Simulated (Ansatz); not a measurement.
The structure below was relaxed with r2SCAN, PAW, 500 eV (Ansatz, a program for electronic structure; no spin-orbit coupling), at pressure 30 GPa.

```yaml
crystal:
  lattice:
    - [0.00000, 1.93491, 1.93491]
    - [1.93491, 0.00000, 1.93491]
    - [1.93491, 1.93491, 0.00000]
  atoms:
    - { symbol: Ag, position: [0.00000, 0.00000, 0.00000] }
```

### Question
Find the space group and the Wyckoff positions.

### Answer
Space group Fm-3m (No. 225); a = 3.870 Å, b = 3.870 Å, c = 3.870 Å, α = 90.00°, β = 90.00°, γ = 90.00°

```
atom  site  symmetry       x       y       z
----  ----  --------  ------  ------  ------
Ag      4a      m-3m  0.0000  0.0000  0.0000
```

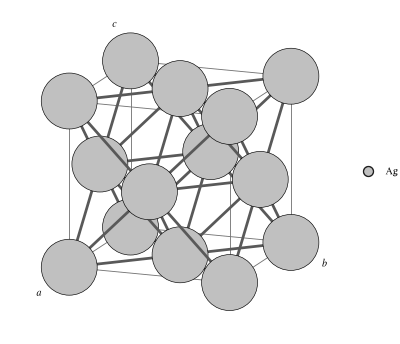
Figure: The conventional cell

Load acts through the strain it causes; cell and atoms are relaxed under it. Whether these cells are dynamically stable was not tested. No other phases were tried under pressure. The cell was made from Ag in the fcc (Cu type) structure (space group Fm-3m, No. 225) by this change: pressure 30 GPa.
